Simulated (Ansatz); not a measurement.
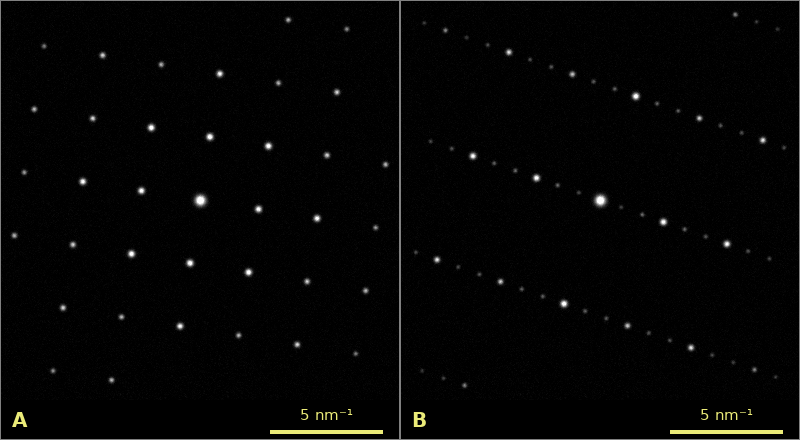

Kinematic electron diffraction patterns (120 kV, B = 0.5 Å², same scale, each along a low-index zone) of two structures of composition Rb2TlF3, each relaxed at zero pressure with DFT PBE, scalar-relativistic, plane waves, PAW (Ansatz).

The structures (standard cells):
1. P6/mmm (No. 191), a = 6.958 Å, c = 3.749 Å (hexagonal axes), 6 atoms; generated start, possibly hypothetical
2. P-3m1 (No. 164), a = 4.049 Å, c = 9.921 Å (hexagonal axes), 6 atoms; generated start, possibly hypothetical

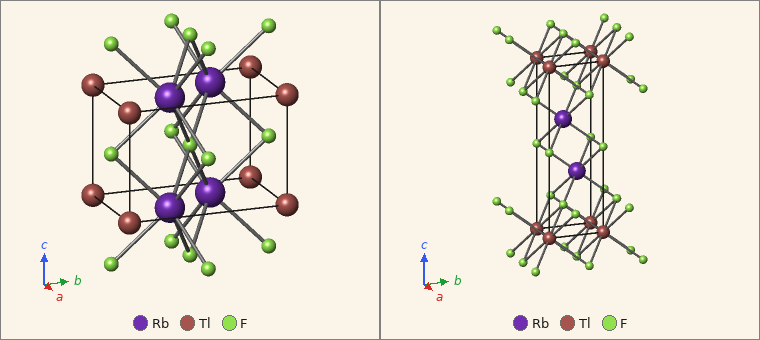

Drawings of the structures 1 to 2, from left to right (each may span several cells).

> Which pattern belongs to which structure, and along which zone?

A is structure 1 along [210] or an equivalent direction: rectangular net of 0 0 1 at d = 3.75 Å and 1 -2 0 at d = 3.48 Å, 90.0° apart. B is structure 2 along [210] or an equivalent direction: rectangular net of 0 0 1 (weak) at d = 9.92 Å and 1 -2 0 at d = 2.02 Å, 90.0° apart.

> Which structure lies lowest at this level of theory, and by how much?

Structure 2 (P-3m1, 23.48 Å³ an atom) is the lowest of these; structure 1 (P6/mmm, 26.20 Å³ an atom) lies about 320 meV an atom higher. These are static energies at 0 K; other structures, not shown, may lie lower still.
